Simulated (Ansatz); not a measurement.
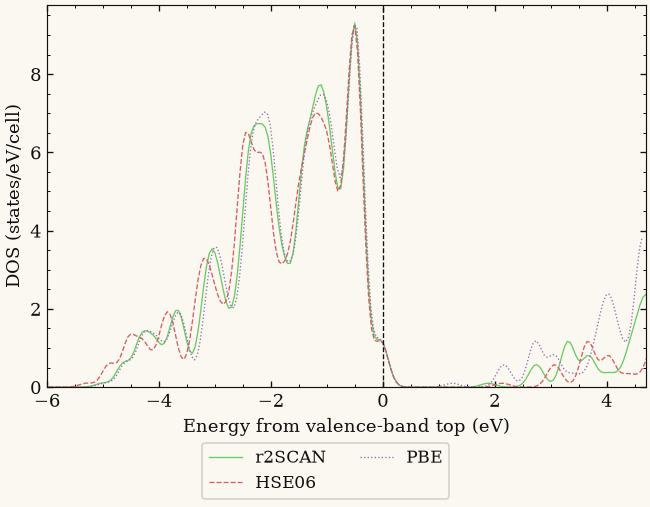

Total densities of states of KMgI₃, space group P4/mmm (No. 123), 5 atoms in the cell, cubic perovskite type, uniaxial (x) strain −2.0%, by three methods on the same cell. The curves are built from the levels of the k mesh with Gaussians 0.3 eV wide, which also blur the band edges. Each is counted from its own valence-band top.

Question: What changes from one method to the other?

Answer: r2SCAN gives a gap of 1.88 eV, HSE06 gives a gap of 2.14 eV and PBE gives a gap of 1.24 eV.

Settings. r2SCAN: DFT, r2SCAN, plane waves, PAW, no spin polarisation, 4×4×4 k mesh, 500 eV cutoff (Ansatz). HSE06: DFT, HSE06, plane waves, PAW, no spin polarisation, 4×4×4 k mesh, 420 eV cutoff (Ansatz 0.2.0). PBE: DFT, PBE, plane waves, PAW, no spin polarisation, 4×4×4 k mesh, 420 eV cutoff, Fermi-Dirac smearing of 0.02 eV (Ansatz).

Spin-orbit coupling is left out, which matters for I.
